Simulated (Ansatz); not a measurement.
# Calculations on CH7Si

**1. Relaxation**

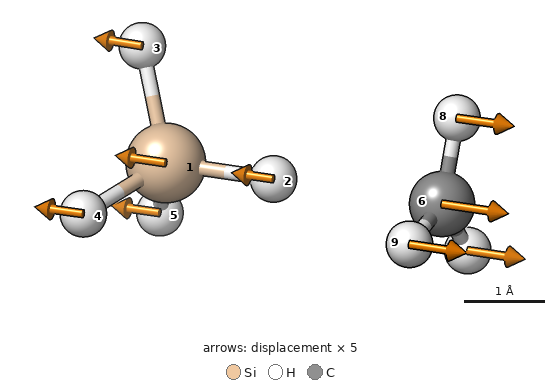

A relaxation of CH7Si (multiplicity 2). The starting structure is drawn; orange arrows show the displacements, 5 times their true length. The two geometries are superimposed by the best rigid fit.

The picture is a ball-and-stick view, seen at a tilt.

The run prepares an end point of a later path (reaction) calculation, from a guessed geometry.

All numbers below come from Ansatz 0.2.0, UKS PBE-D4/6-31G*. Set-up: collinear spin; force threshold 0.03 eV/Å; at most 50 steps.

Q: Describe the change and its energy.

A: The atom that moves furthest after the best rigid fit is the C atom (0.19 Å). Largest moves by element: C 0.19 Å, H 0.16 Å, Si 0.14 Å. Some distances before and after: H–Si 1.478 → 1.501 Å. After 5 geometry steps the energy has fallen by 0.44 kcal/mol. The largest force component goes from 0.55 to 0.0027 eV/Å. The run took 14 s on 1 thread of Arm Neoverse V1 (shared host), peak memory 0.12 GiB.

Limits of the set-up: the start holds two separate molecules, 2.3 Å apart at their closest, whose relative position is a soft coordinate.

**2. Relaxation**

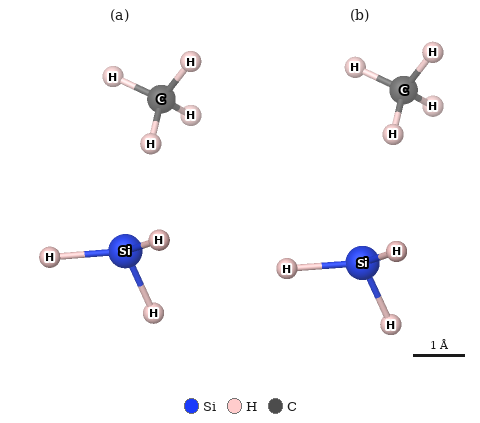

The structure of CH7Si (multiplicity 2) before (left) and after (right) a relaxation, at one scale.

Style: ball-and-stick. Shown from a free direction.

The run prepares an end point of a later path (reaction) calculation, from a guessed geometry.

Method: Ansatz 0.2.0, UKS PBE-D4/6-31G*.

Input
```yaml
crystal:
  periodic: [false, false, false]
  atoms:
    - { symbol: Si, position_ang: [0.000484, 7.0e-06, -0.398771] }
    - { symbol: H, position_ang: [-0.000243, -2.2e-05, 2.266543] }
    - { symbol: H, position_ang: [1.425802, 0.000195, -0.871254] }
    - { symbol: H, position_ang: [-0.712394, 1.23431, -0.871073] }
    - { symbol: H, position_ang: [-0.712066, -1.234491, -0.871059] }
    - { symbol: C, position_ang: [-7.2e-05, -2.4e-05, 3.375717] }
    - { symbol: H, position_ang: [-0.561761, -0.874416, 3.7377] }
    - { symbol: H, position_ang: [1.038117, -0.049327, 3.737411] }
    - { symbol: H, position_ang: [-0.476367, 0.923669, 3.737685] }
magnetization:
  spin_polarized: true
  initial_magnetization: 1
basis:
  gaussian: { orbitals: "6-31G*" }
hamiltonian:
  xc: pbe
  dispersion: d4
relax:
  f_tol: 0.03
  max_steps: 50
```

Launched with:
```bash
ansatz run input.yaml --threads 1 --pin off --max-ram 2048MiB --backend cpu --events-out ev --progress --plain --runs-dir out
```

What changed between the two?

The largest move after the best rigid fit is that of Si1, 0.29 Å. Largest moves by element: Si 0.29 Å, H 0.28 Å, C 0.22 Å. Near-neighbour distances that change, for instance: H2–C6 1.109 → 1.102 Å. After 3 geometry steps the energy has fallen by 0.64 kcal/mol. The largest force component goes from 0.16 to 0.013 eV/Å.

Limits of the set-up: the start holds two separate molecules, 2.7 Å apart at their closest, whose relative position is a soft coordinate.

**3. Path**

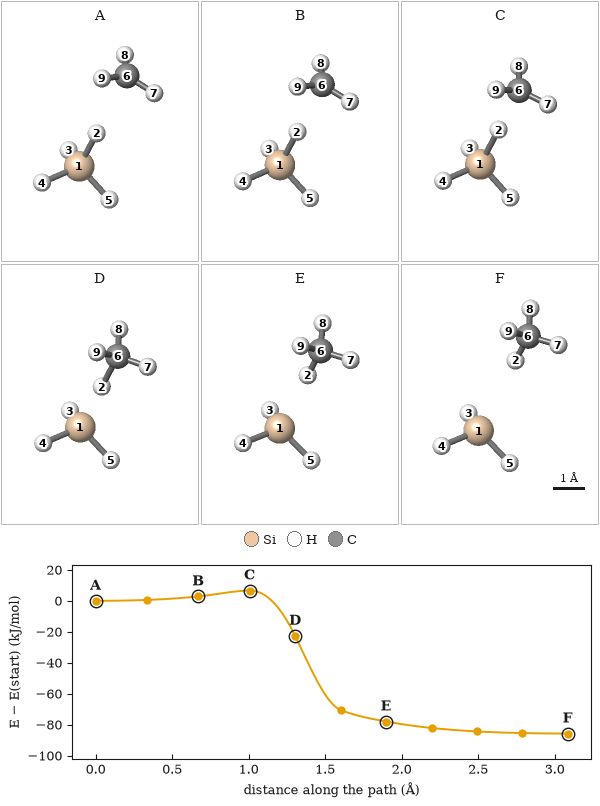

NEB run on CH$_{7}$Si (multiplicity 2), made up at the start of SiH₄ and CH$_{3}$. Images are numbered from 0 (start) to 10 (end). Frames A to F are images 0, 2, 3, 4, 6, 10. A ball-and-stick model, seen from a free direction.

Theory: UKS PBE-D4/6-31G* in Ansatz. Run with 9 movable images; climbing image; force threshold 0.05 eV/Å; iteration limit 60; starting path through a guess of the saddle point.

Question: Read off the barrier and say what moves.

Answer: A hydrogen atom shifts from one atom to another. Breaking: Si1–H2 (1.50 → 1.58 at the top → 3.19 Å). Forming: H2–C6 (2.62 → 1.78 at the top → 1.10 Å). Forward barrier 6.7 kJ/mol, backward barrier 92.4 kJ/mol, with image 3 at the top; the reaction energy is −85.7 kJ/mol. The band converged in 8 iterations. The largest component of the band force went from 2.7 to 0.034 eV/Å. The climbing image converged on the top of the path. Its vibrational analysis gives one imaginary mode (324i cm⁻¹), as a transition state must have.

Limits of the set-up: the start holds two separate molecules, 2.6 Å apart at their closest, whose relative position is a soft coordinate.
